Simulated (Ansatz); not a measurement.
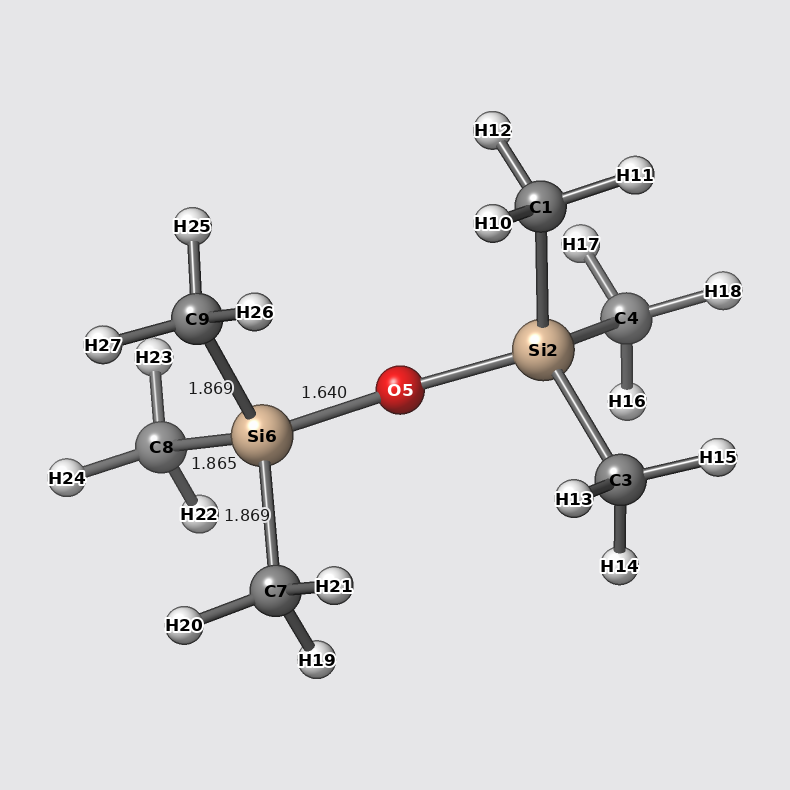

The numbers beside the sticks are distances in Å. Sticks don't show bond order. The geometry was computed by an optimisation with PBE0-D4/def2-TZVP. No frequency run is at hand to confirm it as a minimum.

**Assign a bond order to each marked bond.**

O5–Si6 single; Si6–C7 single; Si6–C8 single; Si6–C9 single.

**Write the SMILES.**

C[Si](C)(C)O[Si](C)(C)C
